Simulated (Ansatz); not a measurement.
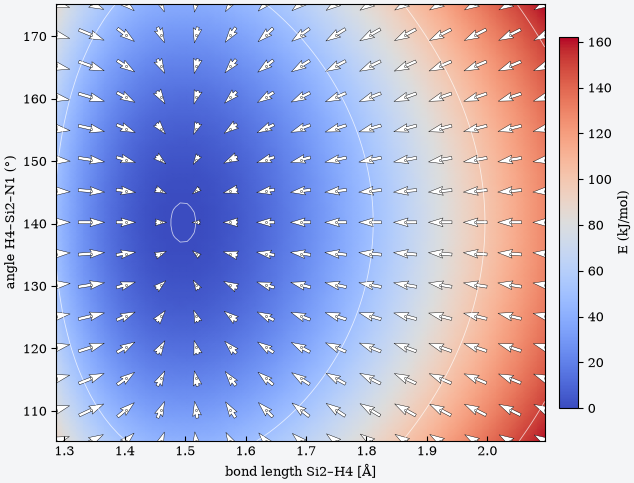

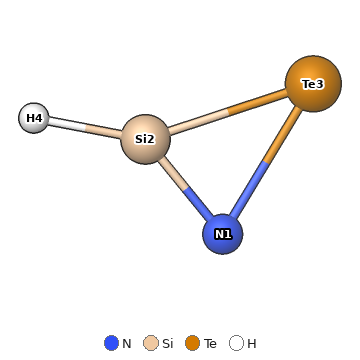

Energy landscape of HNSiTe, SMILES N1=[SiH][Te]1. The first coordinate is: bond length Si2–H4; the second: angle H4–Si2–N1. Nothing is relaxed (all other coordinates rigid). The grid has 15 × 15 points. All energies are given in kJ/mol relative to the lowest grid point. All numbers below come from RKS SPW92 (LDA)/def2-TZVP (Ansatz 0.2.0).

In the figure: a smooth colour map with a few white contour lines, dots at the grid points, arrows along the force (downhill), their lengths compressed. Between grid points the surface is interpolated. The second picture is the structure at the lowest point.

**What does the map say about the system?**

The lowest grid point is at bond length Si2–H4 = 1.518 Å, angle H4–Si2–N1 = 140.2°. No other kind of well shows on this grid. The highest grid point, bond length Si2–H4 = 2.095 Å, angle H4–Si2–N1 = 175.2°, lies 162 kJ/mol above the lowest. Round the minimum the two coordinates are nearly uncoupled.

The input of one point:

```yaml
crystal:
  periodic: [false, false, false]
  atoms:
    - { symbol: "N", position_ang: [0.473486, -1.058021, -0.660498] }
    - { symbol: Si, position_ang: [0.157288, 0.422755, -0.054373] }
    - { symbol: Te, position_ang: [-1.253626, -1.204047, 0.894967] }
    - { symbol: H, position_ang: [0.629009, 1.860003, -0.181339] }
basis:
  gaussian: { orbitals: def2-TZVP }
hamiltonian:
  xc: lda
output:
  forces: true
```

Each point was launched as `ansatz run input.yaml --threads 1 --pin off --max-ram 2560MiB --backend cpu --events-out ev --progress --plain --runs-dir out`. Time for the 225 points that were run: 23 min on 1 thread of Arm Neoverse N1, with other jobs on the host.
